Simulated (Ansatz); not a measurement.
# GeH2SO (SMILES [OH][Ge][SH]) at B3LYP/def2-SVPD

What is the energy change on altering one bond length of GeH2SO at B3LYP/def2-SVPD? 

The results are computed with Ansatz 0.2.0.

50 further runs of the same task are left out: 50 set aside as unsound or not needed. Runs told in other sessions of the task aren't counted.

## Step 1: The molecule

GeH2SO has 5 atoms, charge 0, and is taken as a singlet. SMILES: `[OH][Ge][SH]`. The shape is that of a PBE0-D4/def2-TZVP optimisation. This is one conformer, not always the lowest.

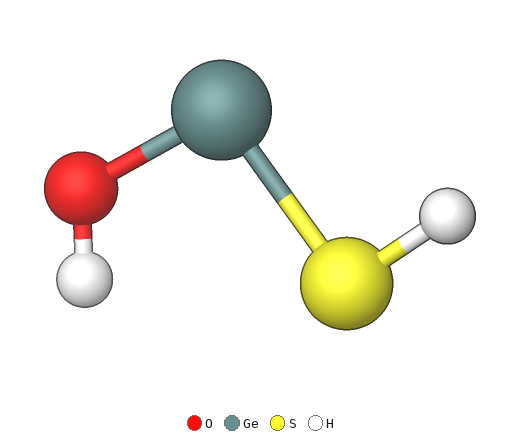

Viewed from a chosen angle; oxygen red, germanium teal, sulfur yellow, hydrogen white.

## Step 2: The energy at B3LYP/def2-SVPD

input.yaml reads:

```yaml
basis:
  gaussian:
    orbitals: def2-SVPD
crystal:
  periodic: [false, false, false]
  atoms:
    - {symbol: O, position_ang: [-1.346000, -1.001300, 0.399800]}
    - {symbol: Ge, position_ang: [-0.897400, 0.628900, -0.164200]}
    - {symbol: S, position_ang: [1.343300, 0.336500, -0.206300]}
    - {symbol: H, position_ang: [-0.632500, -1.625200, 0.561400]}
    - {symbol: H, position_ang: [1.582700, 1.587400, -0.632100]}
hamiltonian:
  xc: {name: B3LYP}
accuracy: high
output: {orbitals: {seedname: orbitals}}
```

Run with:

```sh
$ ansatz run input.yaml --threads 1 --pin off --max-ram 2610MiB --events-out events.jsonl --progress --plain --runs-dir runs
```

What it wrote:

```text
Warning: RAYON_NUM_THREADS=1 ignored (pool sized by the plan → 1); use --threads N
Functional definition: B3LYP
  name "B3LYP"
  parameter a0 = 0.2
  parameter ax = 0.72
  parameter ac = 0.81
  exchange = (1 - a0 - ax)*slater_x + ax*b88_x + a0*exact_x
  correlation = (1 - ac)*vwn_rpa_c + ac*lyp_c
1966 factors; integrals over basis functions are off by at most 4.4e-9 eV
mean field evaluation 1: about -69418.0312 eV, gradient 6.0e1 eV
mean field evaluation 2: about -69372.0391 eV, gradient 1.5e2 eV
mean field evaluation 4: about -69424.2299 eV, gradient 1.1e1 eV
mean field evaluation 8: about -69424.6718 eV, gradient 7.1e-1 eV
mean field evaluation 16: about -69424.6732 eV, gradient 9.9e-5 eV
mean field -69424.67320092 eV, -2551.3096824001 hartree, gradient 5.5e-8 eV, S^2 0.000000; 0 other end points of the search recorded, 0 dependent functions left out
reference -69424.67323412 eV, -2551.3096836203 hartree; 29, 29 occupied and 75, 75 virtual orbitals, 1966 factors
Total energy: -69424.67323412 eV, -2551.3096836203 hartree
```

Run time: 9.9 s. Hardware: 1 thread of Arm Neoverse V2, shared host; peak memory 0.35 GiB.

## Step 3: The distorted shape, same level

molecule.yaml reads:

```yaml
crystal:
  periodic: [false, false, false]
  atoms:
    - {symbol: O, position_ang: [-1.916824, -0.502159, 0.270515]}
    - {symbol: Ge, position_ang: [-1.468224, 1.128041, -0.293485]}
    - {symbol: S, position_ang: [0.772476, 0.835641, -0.335585]}
    - {symbol: H, position_ang: [-0.632500, -1.625200, 0.561400]}
    - {symbol: H, position_ang: [1.011876, 2.086541, -0.761385]}
basis:
  gaussian:
    orbitals: def2-SVPD
output: {orbitals: {seedname: orbitals}}
hamiltonian:
  xc: {name: B3LYP}
accuracy: high
```

Run with:

```sh
$ ansatz run molecule.yaml --threads 1 --pin off --max-ram 2610MiB --events-out events.jsonl --progress --plain --runs-dir runs
```

What it wrote:

```text
Warning: RAYON_NUM_THREADS=1 ignored (pool sized by the plan → 1); use --threads N
Functional definition: B3LYP
  name "B3LYP"
  parameter a0 = 0.2
  parameter ax = 0.72
  parameter ac = 0.81
  exchange = (1 - a0 - ax)*slater_x + ax*b88_x + a0*exact_x
  correlation = (1 - ac)*vwn_rpa_c + ac*lyp_c
2007 factors; integrals over basis functions are off by at most 4.4e-9 eV
mean field evaluation 1: about -69411.2604 eV, gradient 6.6e1 eV
mean field evaluation 2: about -69313.4287 eV, gradient 1.7e2 eV
mean field evaluation 4: about -69419.3256 eV, gradient 1.9e1 eV
mean field evaluation 8: about -69420.9591 eV, gradient 5.5e-1 eV
mean field evaluation 16: about -69421.0185 eV, gradient 1.5e-3 eV
mean field -69421.01849794 eV, -2551.1753745431 hartree, gradient 3.1e-8 eV, S^2 0.000000; 0 other end points of the search recorded, 0 dependent functions left out
reference -69421.01853243 eV, -2551.1753758104 hartree; 29, 29 occupied and 75, 75 virtual orbitals, 2007 factors
Total energy: -69421.01853243 eV, -2551.1753758104 hartree
```

Wall time 11 s (1 thread of Arm Neoverse V2, shared host); peak memory 0.36 GiB.

## Step 4: Summary of results

Level: B3LYP/def2-SVPD.

| quantity | value |
| --- | --- |
| first shape: total energy | -2551.30968 Eh |
| first shape: HOMO energy | -7.29 eV |
| first shape: LUMO energy | -2.31 eV |
| first shape: HOMO–LUMO gap | 4.98 eV |
| distorted shape: total energy | -2551.17538 Eh |
| distorted shape: HOMO energy | -7.39 eV |
| distorted shape: LUMO energy | -4.01 eV |
| distorted shape: HOMO–LUMO gap | 3.38 eV |
| energy change with the O1–H4 bond stretched from 0.961 to 1.731 Å | 3.655 eV |

One bond (distorted shape) is far stretched, which a spin-restricted single reference describes badly; a broken-symmetry solution may lie lower. With the O1–H4 bond stretched from 0.961 to 1.731 Å the energy rises by 3.65 eV (84 kcal/mol). The first shape isn't relaxed at this level, so the change isn't measured from a minimum. A restricted reference can't describe the breaking bond well at this length.
